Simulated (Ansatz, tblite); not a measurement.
# Cu(PH3)H (CuPH₄): charged states by level of theory

What does removing an electron cost or gain for Cu(PH3)H (CuPH₄)? Each charged state is run at several levels.

Method: as each input shows; program: Ansatz 0.2.0, Gaussian basis.

Levels to be run: charge +1 doublet, at the geometry of the singlet (PBE0-D4/def2-TZVP, PBE-D4/def2-TZVP, r2SCAN-D4/def2-TZVP, CCSD(T)/def2-TZVPP); the starting singlet's energies come from earlier runs.

## (1) The geometry

The singlet was relaxed beforehand with PBE0-D4/def2-TZVP.

6 atoms, charge 0, spin multiplicity 1.

Atoms are counted from 1 here; the program's logs count them from 0.

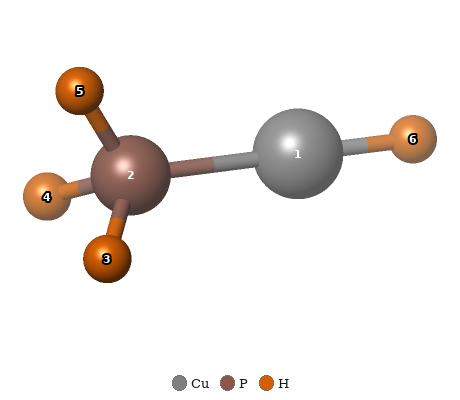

The structure; copper grey, phosphorus brown, hydrogen orange; atoms are numbered from 1 in the order of the file.

Formally the metal is d10. No spin-orbit coupling is included.

## (2) Charge +1 doublet at the fixed geometry, PBE0-D4/def2-TZVP

The input, in.yaml:

```yaml
crystal:
  periodic: [false, false, false]
  atoms:
    - {symbol: Cu, position_ang: [0.000867, 0.009621, -1.574449]}
    - {symbol: P, position_ang: [0.000283, -0.002739, 0.644144]}
    - {symbol: H, position_ang: [0.796811, -0.939182, 1.337180]}
    - {symbol: H, position_ang: [-1.205822, -0.232150, 1.340105]}
    - {symbol: H, position_ang: [0.407812, 1.148634, 1.351218]}
    - {symbol: H, position_ang: [0.000049, 0.015817, -3.098196]}
basis:
  gaussian: {orbitals: def2-TZVP}
total_charge: 1
magnetization: {spin_polarized: true, initial_magnetization: 1}
hamiltonian: {xc: pbe0, dispersion: d4}
output: {orbitals: {seedname: orbitals}}
```

The run is started by

```
$ ansatz run in.yaml --threads 4 --pin off --events-out ev --progress --plain --max-ram 3916MiB
```

Output:

```text
Functional definition: PBE0
  name "PBE0"
  cite "Adamo & Barone, J. Chem. Phys. 110, 6158 (1999) doi:10.1063/1.478522"
  cite "Perdew, Burke & Ernzerhof, Phys. Rev. Lett. 77, 3865 (1996) doi:10.1103/PhysRevLett.77.3865"
  parent pbe
  parameter a = 0.25
  parameter kappa = 0.804
  parameter beta = 0.06672455060314922
  exchange = (1 - a)*pbe_x(kappa = kappa, mu = beta*pi^2/3) + a*exact_x
  correlation = pbe_c(beta = beta)
1000 factors; their error is unknown
mean field evaluation 1: about -53955.3595 eV, gradient 1.1e2 eV
mean field evaluation 2: about -53037.6067 eV, gradient 4.2e2 eV
mean field evaluation 4: about -53948.2527 eV, gradient 4.9e1 eV
mean field evaluation 8: about -53976.2455 eV, gradient 1.2e-1 eV
mean field evaluation 16: about -53974.7880 eV, gradient 1.8e1 eV
mean field -53976.24641051 eV, -1983.5904691724 hartree, gradient 1.7e-5 eV, S^2 0.753446; 2 other end points of the search recorded, 0 dependent functions left out
reference -53976.24645465 eV, -1983.5904707946 hartree; 24, 23 occupied and 82, 83 virtual orbitals, 1000 factors
Total energy: -53976.31063359 eV, -1983.5928293269 hartree
```

Run time: 1.6 s. Hardware: 4 threads of Intel Xeon 6975P-C, shared host.

Report: HOMO -14.38 eV, LUMO -10.62 eV (over both spins); ⟨S²⟩ 0.753 (pure: 0.75).

## (3) Charge +1 doublet at the fixed geometry, PBE-D4/def2-TZVP

start.molden holds the orbitals of an earlier run on this state, given as this run's starting guess.

in.yaml, as its differences from that of step 2:

```diff
@@ -10,6 +10,7 @@
 basis:
-  gaussian: {orbitals: def2-TZVP}
+  gaussian: {orbitals: def2-TZVP, initial_orbitals: start.molden}
 total_charge: 1
 magnetization: {spin_polarized: true, initial_magnetization: 1}
-hamiltonian: {xc: pbe0, dispersion: d4}
+hamiltonian: {xc: pbe, dispersion: d4}
+scf: {omitted_lower_state_checks: [starts]}
 output: {orbitals: {seedname: orbitals}}
```

Same command.

Output:

```text
Functional definition: PBE
  name "PBE"
  cite "Perdew, Burke & Ernzerhof, Phys. Rev. Lett. 77, 3865 (1996) doi:10.1103/PhysRevLett.77.3865"
  parent pbe
  parameter kappa = 0.804
  parameter beta = 0.06672455060314922
  exchange = pbe_x(kappa = kappa, mu = beta*pi^2/3)
  correlation = pbe_c(beta = beta)
these checks for a lower state are left out or cut short: starts
899 factors; their error is unknown
mean field evaluation 1: about -53975.3470 eV, gradient 7.1e0 eV
mean field evaluation 2: about -53975.4629 eV, gradient 1.8e-1 eV
mean field evaluation 4: about -53975.4306 eV, gradient 6.3e-3 eV
mean field -53975.43064113 eV, -1983.5604902006 hartree, gradient 1.3e-5 eV, S^2 0.752769; 0 other end points of the search recorded, 0 dependent functions left out
reference -53975.43069950 eV, -1983.5604923457 hartree; 24, 23 occupied and 82, 83 virtual orbitals, 899 factors
Total energy: -53975.50721172 eV, -1983.5633041178 hartree
Checks for a lower state left out: starts
```

It took 0.95 s on 4 threads of Intel Xeon 6975P-C, shared host.

HOMO -13.27 eV, LUMO -12.06 eV (over both spins); ⟨S²⟩ 0.753 (pure: 0.75).

## (4) Charge +1 doublet at the fixed geometry, r2SCAN-D4/def2-TZVP

in.yaml, as its differences from that of step 3:

```diff
@@ -13,3 +13,3 @@
 magnetization: {spin_polarized: true, initial_magnetization: 1}
-hamiltonian: {xc: pbe, dispersion: d4}
+hamiltonian: {xc: r2scan, dispersion: d4}
 scf: {omitted_lower_state_checks: [starts]}
```

Launched as before.

Output:

```text
Functional definition: r2SCAN
  name "r2SCAN"
  cite "Furness, Kaplan, Ning, Perdew & Sun, J. Phys. Chem. Lett. 11, 8208 (2020) doi:10.1021/acs.jpclett.0c02405"
  cite "Furness, Kaplan, Ning, Perdew & Sun, J. Phys. Chem. Lett. 11, 9248 (2020) doi:10.1021/acs.jpclett.0c03077"
  parent r2scan
  parameter k0 = 0.174
  parameter k1 = 0.065
  parameter a1 = 4.9479
  exchange = r2scan_x(k0 = k0, k1 = k1, a1 = a1)
  correlation = r2scan_c
these checks for a lower state are left out or cut short: starts
899 factors; their error is unknown
mean field evaluation 1: about -53985.4865 eV, gradient 4.8e0 eV
mean field evaluation 2: about -53985.5291 eV, gradient 9.1e-2 eV
mean field evaluation 4: about -53985.4972 eV, gradient 1.3e-4 eV
mean field -53985.49722398 eV, -1983.9304302972 hartree, gradient 9.2e-6 eV, S^2 0.753935; 0 other end points of the search recorded, 0 dependent functions left out
reference -53985.49724713 eV, -1983.9304311478 hartree; 24, 23 occupied and 82, 83 virtual orbitals, 899 factors
Total energy: -53985.51380110 eV, -1983.9310394949 hartree
Checks for a lower state left out: starts
```

Wall time 1.6 s (4 threads of Intel Xeon 6975P-C, shared host).

Report: HOMO -13.49 eV, LUMO -11.75 eV (over both spins); ⟨S²⟩ 0.754 (pure: 0.75).

## (5) Charge +1 doublet at the fixed geometry, CCSD(T)/def2-TZVPP

in.yaml, as its differences from that of step 4:

```diff
@@ -10,7 +10,7 @@
 basis:
-  gaussian: {orbitals: def2-TZVP, initial_orbitals: start.molden}
+  gaussian: {orbitals: def2-TZVPP, initial_orbitals: start.molden}
 total_charge: 1
 magnetization: {spin_polarized: true, initial_magnetization: 1}
-hamiltonian: {xc: r2scan, dispersion: d4}
-scf: {omitted_lower_state_checks: [starts]}
+correlation: {method: ccsd_t, frozen_orbitals: {Cu: 9, H: 0, P: 5}}
+scf: {omitted_lower_state_checks: [starts, cluster_reference]}
 output: {orbitals: {seedname: orbitals}}
```

The command is unchanged.

Output (excerpt; [...] marks lines left out):

```text
Functional definition: HF
  name "HF"
  cite "Fock, Z. Phys. 61, 126 (1930) doi:10.1007/BF01340294"
  parent pbe
[...]
1000 factors; integrals over basis functions are off by at most 1.1e-3 eV
[...]
mean field -53926.14806592 eV, -1981.7493889667 hartree, gradient 2.8e-6 eV, S^2 0.763967; 0 other end points of the search recorded, 0 dependent functions left out
14 core orbitals not correlated: weight in the atoms' cores, before any rotation towards them, 1.000 or more for the frozen orbitals, at most 0.000 for the correlated occupied ones
reference -53926.14806592 eV, -1981.7493889667 hartree; 10, 9 occupied and 138, 139 virtual orbitals, 1000 factors
second order -15.77611716 eV of doubles, -0.00000000 eV of singles
cycle   1  -15.18905054 eV  change    5.9e-1 eV  update   1.3e-1
[...]
cycle  16  -16.48417030 eV  change    3.3e-6 eV  update   2.2e-5
perturbative correction -0.48961696 eV, -0.0179930914 hartree
Total energy: -53943.12185318 eV, -1982.3731641432 hartree
Checks for a lower state left out: starts, cluster_reference
```

Wall time 19 s (4 threads of Intel Xeon 6975P-C, shared host); peak memory 2.8 GiB.

From the report: Hartree-Fock HOMO -16.07 eV, LUMO -3.88 eV (over both spins); ⟨S²⟩ 0.764 (pure: 0.75); T1 0.112. Doubts: large T1 diagnostic.

## (6) Vertical ionisation energy

Charged state less starting state, singlet to doublet; the starting state's energies are those of its earlier runs.

| level | vertical ionisation energy (eV) | time |
| --- | --- | --- |
| HF/def2-TZVPP† | +6.19 |  |
| PBE-D4/def2-TZVP | +8.57 | 1.4 s |
| r2SCAN-D4/def2-TZVP | +8.45 | 2.8 s |
| PBE0-D4/def2-TZVP | +8.37 | 2.3 s |
| MP2/def2-TZVPP† | +10.21 |  |
| CCSD/def2-TZVPP† | +8.18 |  |
| CCSD(T)/def2-TZVPP† | +8.56 | 25 s |

Times add the two runs; a level without a time comes out of a correlated run. † marks a level with a doubtful state (flagged, unstable, out of aufbau order, or strongly spin-contaminated); such levels are left out of the summary. CCSD(T)/def2-TZVPP is no safe reference here (large T1 diagnostic).

Beside −ε(HOMO) of the starting state:

| level | −ε(HOMO) (eV) | by difference (eV) | mismatch (eV) |
| --- | --- | --- | --- |
| PBE-D4/def2-TZVP | 5.15 | 8.57 | -3.42 |
| r2SCAN-D4/def2-TZVP | 5.22 | 8.45 | -3.23 |
| PBE0-D4/def2-TZVP | 6.17 | 8.37 | -2.20 |

## (7) Outcome

```
                                            quantity                               value
vertical ionisation energy, functionals in def2-TZVP  8.37 (PBE0-D4) to 8.57 eV (PBE-D4)
```

What this shows: The vertical ionisation energy spans 8.37 to 8.57 eV over the functionals. −ε(HOMO) misses the level's own difference by -2.20 eV at best (PBE0-D4) and -3.42 eV at worst (PBE-D4). The charged states' spins were chosen beforehand and needn't be their lowest.
